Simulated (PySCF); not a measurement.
Si6H12O: geometry relaxation (part 2 of 2)

Si6H12O; PBE0-D3(BJ)/def2-SVP geometry optimisation, gas phase (PySCF 2.14.0). It belongs to a series of runs on one base structure; here: H on Si replaced by OSiH3.

Geometry of the input (Å):
```
Si -2.5583  0.2647  1.1828
O  -2.1005  -0.0356  -0.3231
Si -0.9630  -0.1907  -1.4980
Si 0.3677  -2.0182  -0.8114
Si 1.8703  -1.1603  0.7207
Si 1.9070  1.1785  0.4486
Si 0.4223  1.6984  -1.2722
H  -2.6410  1.7497  1.3089
H  -3.8785  -0.3565  1.3253
H  -1.5796  -0.2638  2.1064
H  -1.8211  -0.3189  -2.6593
H  1.0529  -2.5791  -1.9630
H  -0.4491  -3.1559  -0.2915
H  3.1944  -1.7435  0.6000
H  1.5008  -1.5131  2.1130
H  3.2692  1.6905  0.2082
H  1.5424  1.8591  1.7030
H  -0.3069  2.9741  -1.0436
H  1.1403  1.9277  -2.5282
```

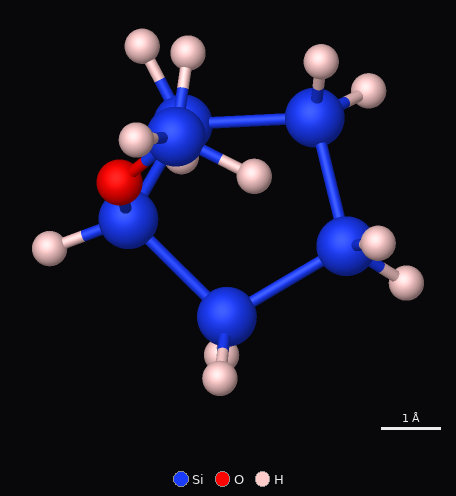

The geometry at step 11 of the log (ball-and-stick view, seen at a tilt).

Trajectory as extended XYZ, continued
```
19
Properties=species:S:1:pos:R:3:forces:R:3 step=8 energy=-49472.31828
Si   -2.3085    0.3609    1.3007   -0.0026  -0.0065   0.0008
O    -2.2570    0.0330   -0.3267    0.0585  -0.0127  -0.0130
Si   -1.0790   -0.1880   -1.4986   -0.0664   0.0253   0.0553
Si    0.3219   -2.0004   -0.9461    0.0070  -0.0132  -0.0284
Si    1.6927   -1.1809    0.7898    0.0105  -0.0200   0.0269
Si    1.6586    1.1755    0.5629    0.0148   0.0240   0.0111
Si    0.4484    1.6060   -1.4137   -0.0011   0.0130  -0.0203
H    -2.0077    1.8032    1.5478   -0.0001  -0.0002  -0.0024
H    -3.6677    0.0321    1.8108    0.0001   0.0017  -0.0026
H    -1.2861   -0.4673    2.0163   -0.0061   0.0036  -0.0041
H    -1.7796   -0.3507   -2.8051    0.0122   0.0016  -0.0189
H     1.1902   -2.2511   -2.1435    0.0031  -0.0047   0.0082
H    -0.3979   -3.2628   -0.5919   -0.0065   0.0047   0.0074
H     3.0923   -1.6970    0.6653   -0.0016   0.0003  -0.0183
H     1.1598   -1.5930    2.1258   -0.0057   0.0130  -0.0010
H     3.0469    1.7295    0.4968   -0.0011   0.0025  -0.0027
H     0.9600    1.7990    1.7316   -0.0183  -0.0207  -0.0019
H    -0.2032    2.9527   -1.4185    0.0073   0.0035   0.0022
H     1.3884    1.5074   -2.5771   -0.0040  -0.0155   0.0015
19
Properties=species:S:1:pos:R:3:forces:R:3 step=9 energy=-49472.31869
Si   -2.3117    0.3612    1.3011   -0.0025  -0.0038   0.0191
O    -2.2611    0.0384   -0.3269    0.0389  -0.0094  -0.0263
Si   -1.0819   -0.1833   -1.4961   -0.0324   0.0152   0.0402
Si    0.3176   -1.9968   -0.9427    0.0038  -0.0113  -0.0354
Si    1.6933   -1.1812    0.7909    0.0113  -0.0113   0.0197
Si    1.6580    1.1758    0.5657    0.0126   0.0150   0.0081
Si    0.4539    1.6032   -1.4150   -0.0004   0.0112  -0.0186
H    -1.9928    1.7986    1.5537   -0.0014   0.0003  -0.0020
H    -3.6758    0.0479    1.8074   -0.0005   0.0013  -0.0021
H    -1.3008   -0.4826    2.0150   -0.0063   0.0040  -0.0033
H    -1.7733   -0.3464   -2.8077   -0.0019   0.0034  -0.0088
H     1.1860   -2.2419   -2.1415    0.0029  -0.0073   0.0098
H    -0.4013   -3.2613   -0.5944   -0.0055   0.0054   0.0101
H     3.0911   -1.7001    0.6575   -0.0012   0.0024  -0.0117
H     1.1655   -1.5901    2.1298   -0.0046   0.0071  -0.0013
H     3.0442    1.7359    0.5064   -0.0011   0.0008   0.0008
H     0.9502    1.7915    1.7329   -0.0148  -0.0146  -0.0030
H    -0.1842    2.9562   -1.4341    0.0064   0.0023   0.0025
H     1.3955    1.4833   -2.5754   -0.0034  -0.0105   0.0021
19
Properties=species:S:1:pos:R:3:forces:R:3 step=10 energy=-49472.31900
Si   -2.3186    0.3613    1.3041   -0.0060   0.0009   0.0230
O    -2.2599    0.0475   -0.3251    0.0056  -0.0002  -0.0150
Si   -1.0822   -0.1743   -1.4927    0.0180  -0.0034  -0.0041
Si    0.3123   -1.9933   -0.9405   -0.0002  -0.0005  -0.0256
Si    1.6957   -1.1826    0.7899    0.0036   0.0058  -0.0010
Si    1.6604    1.1756    0.5669    0.0070  -0.0055  -0.0042
Si    0.4657    1.6016   -1.4196   -0.0008   0.0036  -0.0021
H    -1.9826    1.7928    1.5670   -0.0018   0.0008  -0.0003
H    -3.6911    0.0639    1.7970   -0.0010   0.0004  -0.0005
H    -1.3253   -0.5005    2.0204   -0.0025   0.0016  -0.0005
H    -1.7658   -0.3354   -2.8092   -0.0152   0.0045   0.0072
H     1.1807   -2.2422   -2.1383    0.0006  -0.0086   0.0062
H    -0.4119   -3.2547   -0.5915   -0.0038   0.0045   0.0097
H     3.0906   -1.7062    0.6457   -0.0002   0.0030   0.0009
H     1.1710   -1.5838    2.1322    0.0011  -0.0045  -0.0001
H     3.0439    1.7433    0.5195   -0.0015   0.0015   0.0093
H     0.9362    1.7780    1.7309   -0.0067  -0.0018  -0.0029
H    -0.1539    2.9628   -1.4531    0.0046   0.0012  -0.0011
H     1.4070    1.4543   -2.5771   -0.0006  -0.0032   0.0010
19
Properties=species:S:1:pos:R:3:forces:R:3 step=11 energy=-49472.31917
Si   -2.3245    0.3622    1.3081   -0.0076   0.0017   0.0091
O    -2.2538    0.0556   -0.3222   -0.0090   0.0083   0.0082
Si   -1.0792   -0.1665   -1.4910    0.0342  -0.0131  -0.0321
Si    0.3085   -1.9922   -0.9414   -0.0005   0.0060  -0.0103
Si    1.6983   -1.1844    0.7865   -0.0047   0.0142  -0.0130
Si    1.6640    1.1744    0.5662    0.0025  -0.0164  -0.0108
Si    0.4774    1.6017   -1.4247   -0.0010  -0.0014   0.0099
H    -1.9828    1.7906    1.5798   -0.0013   0.0007   0.0008
H    -3.7035    0.0712    1.7866   -0.0008  -0.0002   0.0008
H    -1.3434   -0.5089    2.0291    0.0009  -0.0004   0.0015
H    -1.7642   -0.3241   -2.8077   -0.0158   0.0037   0.0131
H     1.1756   -2.2525   -2.1374   -0.0018  -0.0072   0.0014
H    -0.4238   -3.2469   -0.5848   -0.0030   0.0034   0.0069
H     3.0912   -1.7116    0.6378    0.0009   0.0024   0.0069
H     1.1736   -1.5806    2.1302    0.0055  -0.0115   0.0008
H     3.0456    1.7472    0.5312   -0.0015   0.0027   0.0133
H     0.9257    1.7671    1.7264   -0.0010   0.0060  -0.0024
H    -0.1298    2.9681   -1.4651    0.0023   0.0004  -0.0045
H     1.4175    1.4381   -2.5809    0.0017   0.0006   0.0003
19
Properties=species:S:1:pos:R:3:forces:R:3 step=12 energy=-49472.31941
Si   -2.3310    0.3659    1.3147   -0.0065  -0.0005  -0.0146
O    -2.2413    0.0688   -0.3167   -0.0130   0.0185   0.0354
Si   -1.0732   -0.1552   -1.4902    0.0288  -0.0187  -0.0481
Si    0.3025   -1.9920   -0.9448    0.0012   0.0091   0.0091
Si    1.7015   -1.1884    0.7790   -0.0135   0.0171  -0.0178
Si    1.6687    1.1708    0.5649   -0.0024  -0.0205  -0.0116
Si    0.4958    1.6017   -1.4327   -0.0005  -0.0045   0.0172
H    -1.9868    1.7912    1.5989   -0.0004   0.0006   0.0019
H    -3.7181    0.0793    1.7724   -0.0001  -0.0007   0.0022
H    -1.3647   -0.5147    2.0433    0.0040  -0.0017   0.0029
H    -1.7671   -0.3066   -2.8032   -0.0088   0.0017   0.0126
H     1.1648   -2.2742   -2.1387   -0.0045  -0.0036  -0.0043
H    -0.4438   -3.2340   -0.5729   -0.0024   0.0016   0.0020
H     3.0924   -1.7196    0.6275    0.0021   0.0016   0.0079
H     1.1764   -1.5815    2.1235    0.0090  -0.0160   0.0010
H     3.0475    1.7507    0.5522   -0.0008   0.0029   0.0127
H     0.9099    1.7518    1.7180    0.0043   0.0110  -0.0016
H    -0.0957    2.9747   -1.4813   -0.0011  -0.0007  -0.0073
H     1.4346    1.4194   -2.5871    0.0044   0.0030   0.0005
19
Properties=species:S:1:pos:R:3:forces:R:3 step=13 energy=-49472.31967
Si   -2.3328    0.3726    1.3207   -0.0029  -0.0040  -0.0251
O    -2.2290    0.0820   -0.3108   -0.0048   0.0226   0.0386
Si   -1.0682   -0.1461   -1.4909    0.0084  -0.0167  -0.0366
Si    0.2955   -1.9927   -0.9489    0.0024   0.0059   0.0171
Si    1.7028   -1.1934    0.7707   -0.0151   0.0113  -0.0103
Si    1.6709    1.1659    0.5647   -0.0047  -0.0133  -0.0046
Si    0.5116    1.6007   -1.4392    0.0004  -0.0036   0.0125
H    -1.9901    1.7963    1.6140    0.0000   0.0006   0.0019
H    -3.7246    0.0861    1.7641    0.0006  -0.0009   0.0027
H    -1.3750   -0.5126    2.0549    0.0045  -0.0012   0.0026
H    -1.7738   -0.2918   -2.7983   -0.0007  -0.0001   0.0062
H     1.1508   -2.2948   -2.1427   -0.0050  -0.0005  -0.0061
H    -0.4632   -3.2229   -0.5628   -0.0021   0.0004  -0.0016
H     3.0929   -1.7262    0.6180    0.0023   0.0017   0.0020
H     1.1791   -1.5897    2.1151    0.0087  -0.0137   0.0002
H     3.0472    1.7514    0.5739    0.0004   0.0011   0.0066
H     0.8953    1.7397    1.7106    0.0055   0.0089  -0.0012
H    -0.0681    2.9783   -1.4953   -0.0032  -0.0013  -0.0066
H     1.4510    1.4054   -2.5911    0.0054   0.0028   0.0017
19
Properties=species:S:1:pos:R:3:forces:R:3 step=14 energy=-49472.31996
Si   -2.3298    0.3826    1.3264    0.0010  -0.0071  -0.0191
O    -2.2180    0.0960   -0.3047    0.0057   0.0216   0.0196
Si   -1.0657   -0.1387   -1.4924   -0.0112  -0.0108  -0.0092
Si    0.2863   -1.9940   -0.9528    0.0020  -0.0001   0.0142
Si    1.7021   -1.1998    0.7622   -0.0110   0.0013   0.0030
Si    1.6702    1.1595    0.5661   -0.0050  -0.0002   0.0055
Si    0.5247    1.5982   -1.4441    0.0010  -0.0009   0.0006
H    -1.9911    1.8060    1.6253   -0.0003   0.0007   0.0011
H    -3.7233    0.0929    1.7628    0.0010  -0.0008   0.0023
H    -1.3745   -0.5032    2.0635    0.0031   0.0002   0.0011
H    -1.7827   -0.2792   -2.7938    0.0046  -0.0011  -0.0014
H     1.1327   -2.3123   -2.1487   -0.0034   0.0013  -0.0043
H    -0.4827   -3.2141   -0.5551   -0.0019  -0.0001  -0.0033
H     3.0923   -1.7316    0.6059    0.0015   0.0023  -0.0068
H     1.1836   -1.6049    2.1061    0.0058  -0.0066  -0.0005
H     3.0446    1.7490    0.5950    0.0019  -0.0021  -0.0021
H     0.8821    1.7295    1.7056    0.0037   0.0024  -0.0009
H    -0.0457    2.9794   -1.5085   -0.0034  -0.0013  -0.0029
H     1.4671    1.3930   -2.5920    0.0047   0.0013   0.0030
```

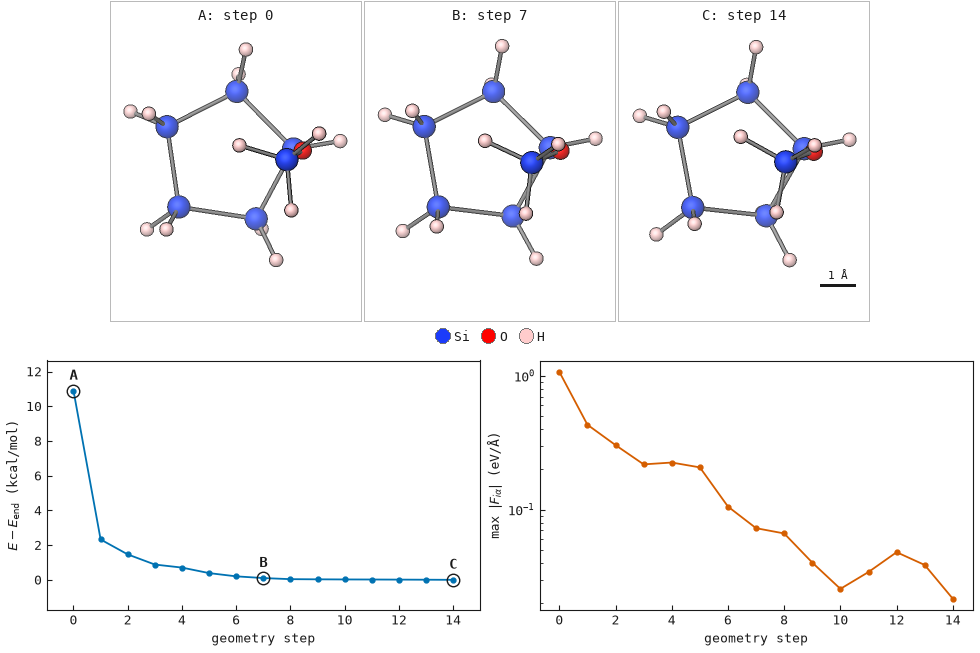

Frames of the relaxation (ball-and-stick view, seen at a tilt) above the curves, on which the letters mark them (steps are counted from 0).

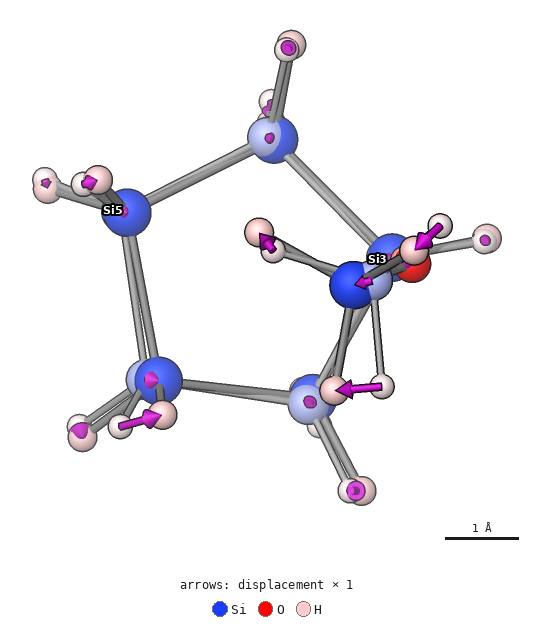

Start (faint) and end (solid) with the displacements as pink arrows, at true length (ball-and-stick view, seen at a tilt). The two geometries are laid on each other by the best rigid fit. The atom that moves furthest after the best rigid fit is H17 (0.72 Å). Largest moves by element: H 0.72 Å, Si 0.30 Å, O 0.13 Å. Distances before and after: Si1–O2 1.602 → 1.660 Å, Si1–H10 1.446 → 1.497 Å, Si4–Si5 2.311 → 2.361 Å, Si3–H11 1.450 → 1.492 Å. Among the angles that change: Si1–O2–Si3 152.6° → 140.3°, O2–Si3–H11 99.9° → 107.6°, H16–Si6–H17 101.9° → 108.6°. The energy falls by 10.9 kcal/mol in 14 geometry steps. The largest force component goes from 1.1 to 0.022 eV/Å. (Atoms are counted from 1 in the order of the input.)
